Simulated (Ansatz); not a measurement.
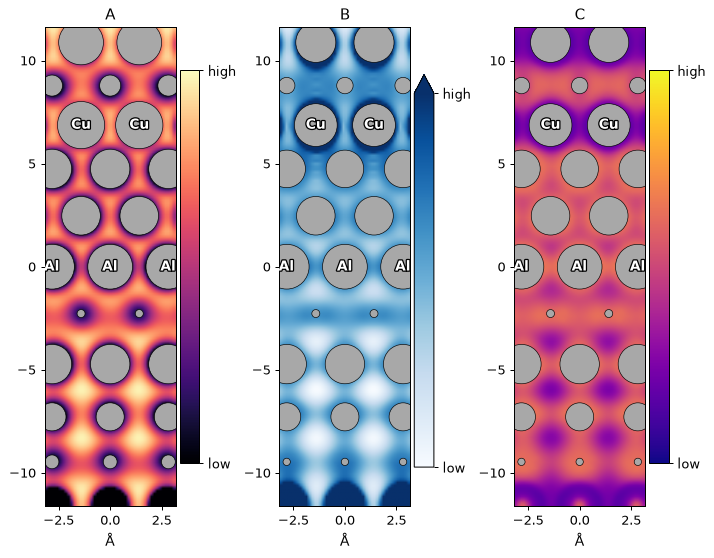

Al4Cu: 3 fields on the (101) plane of the conventional cell, with unlabelled colour scales. Grey discs cover the atomic cores.

Space group P-6m2; a structure generated by program, which may or may not match a known phase; computed pressure about −5 GPa in this cell; computed without spin polarisation.

The calculation used Ansatz, DFT LDA, scalar-relativistic, plane waves, PAW.

The panels show electron localisation function, electrostatic potential energy of an electron and valence pseudo-density in some order. Assign them.

Panel A: electrostatic potential energy of an electron (low next to the atoms, rising into the space between them). Panel B: valence pseudo-density. Panel C: electron localisation function. From the grid: Al–Al (2.82 Å): the density is about 0.21 e/Å³ at the midpoint; the ELF peaks at about 0.65 between the atoms. Cu–Cu (2.82 Å): ρ at the midpoint is about 0.19 e/Å³; the ELF is about 0.25 at the midpoint (no localised pair shows between them).
